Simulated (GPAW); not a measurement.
Consider BaLiF3 (Pm-3m).

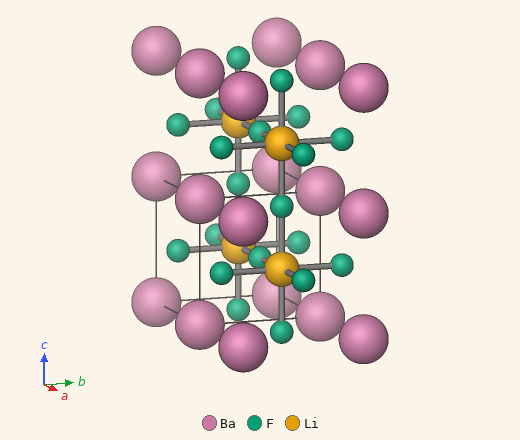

The structure (barium pink, fluorine teal, lithium orange). 2×1×2 cells are drawn. Some periodic images of atoms are drawn too.

```
Ba F Li
1.0
     3.98858    0.00000    0.00000
     0.00000    3.98858    0.00000
     0.00000    0.00000    3.98858
Ba F Li
1 3 1
Cartesian
  0.0000 0.0000 0.0000
  1.9943 0.0000 1.9943
  1.9943 1.9943 0.0000
  0.0000 1.9943 1.9943
  1.9943 1.9943 1.9943
```

Absorber: atom 2, with 2 Li at 1.99 Å (linear, site symmetry 4/mmm). Method: GPAW, LDA, full core hole (charged cell), 20-atom cell with 6.9 Å between holes, 4×4×4 k points, dipole transitions, Gaussian full width 0.9 eV up to 4 eV, rising linearly to 3.5 eV at 25 eV.

Where do the maxima of the F K edge fall?

Main maxima up to 24 eV above the zero (height): 2.3 eV (2.34), 3.4 eV (2.07), 7.5 eV (2.84) and 13.3 eV (0.90). A K edge sees empty p states on the absorber. The total-energy difference plus the lowest empty eigenvalue puts the zero at 690.75 eV. One term is added: -9.89 eV, since the hole is spin-paired here and a spin-polarised one costs that much less in the free atom (computed apart). The photon energy is then 680.86 eV. The functional and the charged cell's background leave an error in such absolute values: in the free atom LDA prices this hole 4.7 eV below PBE (computed apart), and PBE is itself good to a few eV.

The F K spectrum (energy from the lowest empty level; intensity scaled to a mean of 1 over the first 20 eV):

| E (eV) | intensity |
| --- | --- |
| -2.0 | 0.00 |
| -0.5 | 0.00 |
| 1.0 | 0.66 |
| 2.5 | 2.27 |
| 4.0 | 1.17 |
| 5.5 | 0.44 |
| 7.0 | 2.40 |
| 8.5 | 1.54 |
| 10.0 | 0.87 |
| 11.5 | 0.73 |
| 13.0 | 0.89 |
| 14.5 | 0.80 |
| 16.0 | 0.61 |
| 17.5 | 0.44 |
| 19.0 | 0.38 |
| 20.5 | 0.50 |
| 22.0 | 0.69 |
| 23.5 | 0.89 |
| 25.0 | 1.07 |
| 26.5 | 1.29 |
| 28.0 | 1.43 |
| 29.5 | 1.30 |

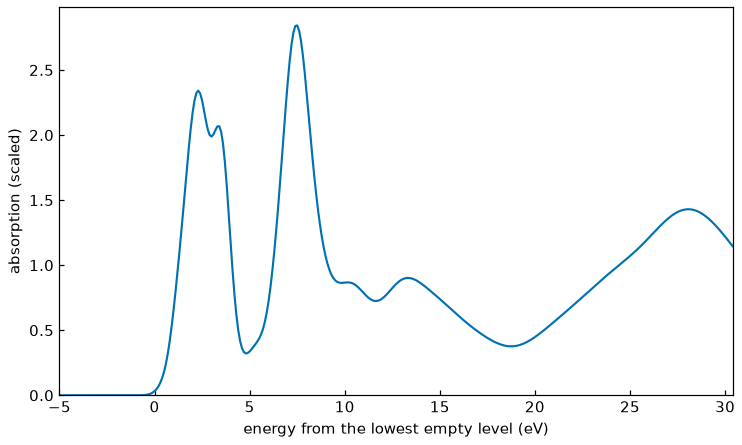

The F K edge.

The mesh is coarse (0.28 Å⁻¹ between points), so small maxima may be mesh ripples. The structure is a computed Materials Project entry and may be a hypothetical form.

[Banner, clock and machine lines of the logs are left out without a mark of their own.]

[Logs are printed without paths, hosts, clocks, repeated set-up lines and the standing remarks that a program may print on its own settings, such as how far it seeks lower states.]

[Hosts, paths, dates, database ids (printed as entryN), source tags and the programs' standing remarks are cut or masked in the printed files.]

[Lists of maxima count a maximum above −3 eV only where it reaches 4 % of the highest in the window and stands out from its surroundings by 2 % of it (1.5 % where it reaches 55 %); shoulders and weaker maxima are passed over, and of the rest the first, up to two pre-edge ones and the few strongest are named.]
